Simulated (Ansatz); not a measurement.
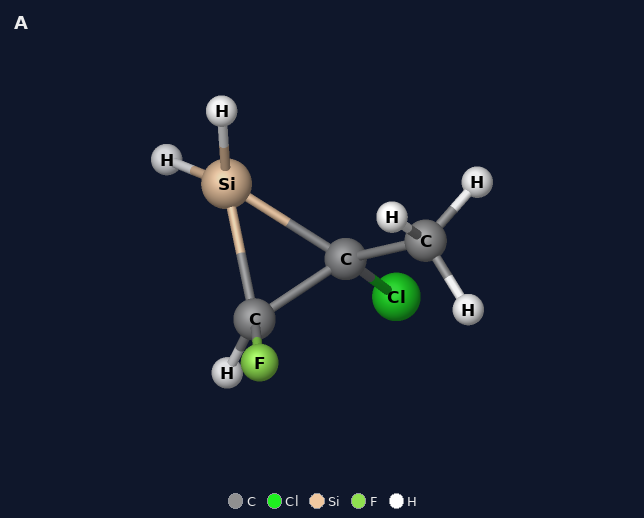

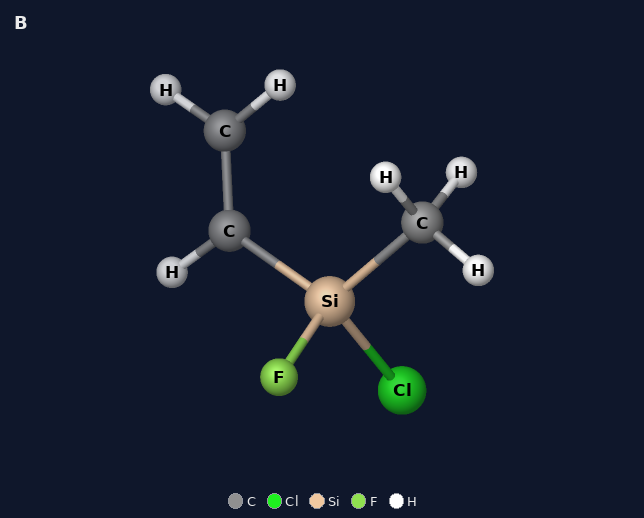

2 stationary structures of one formula. Geometries: PBE0-D4/def2-TZVP. Electronic energies: PBE0-D4/def2-TZVPP (Ansatz 0.2.0), without zero-point energy. No frequency run is at hand to confirm each as a minimum. Each is one conformer, not always the lowest.

Are they conformers, stereoisomers or constitutional isomers?

They are constitutional isomers of C3H6ClFSi: A `C[C@]1(Cl)[SiH2][C@@H]1F`, B `C=C[Si@@](C)(F)Cl`.

Which is lowest in energy, and by how much?

B is lowest; A lies 470.0 kJ/mol above it.

Give E(B) − E(A) in kJ/mol at these levels too: PBE-D4/def2-TZVPP; RHF-MP2 (frozen core)/def2-QZVPP; ωB97M-V/def2-TZVPP; r2SCAN-D4/def2-TZVPP; CCSD(T)/CBS (MP2 limit from def2-TZVPP and def2-QZVPP plus CCSD(T) − MP2); RHF-CCSD(T) (frozen core)/def2-TZVPP; ωB97X-V/def2-TZVPP; PBE0-D4/def2-TZVPP.

```json
{"level": "PBE-D4/def2-TZVPP", "E(B) − E(A) (kJ/mol)": "−455.0"}
{"level": "RHF-MP2 (frozen core)/def2-QZVPP", "E(B) − E(A) (kJ/mol)": "−505.9"}
{"level": "ωB97M-V/def2-TZVPP", "E(B) − E(A) (kJ/mol)": "−490.7"}
{"level": "r2SCAN-D4/def2-TZVPP", "E(B) − E(A) (kJ/mol)": "−486.0"}
{"level": "CCSD(T)/CBS (MP2 limit from def2-TZVPP and def2-QZVPP plus CCSD(T) − MP2)", "E(B) − E(A) (kJ/mol)": "−501.5"}
{"level": "RHF-CCSD(T) (frozen core)/def2-TZVPP", "E(B) − E(A) (kJ/mol)": "−496.7"}
{"level": "ωB97X-V/def2-TZVPP", "E(B) − E(A) (kJ/mol)": "−478.0"}
{"level": "PBE0-D4/def2-TZVPP", "E(B) − E(A) (kJ/mol)": "−470.0"}
```
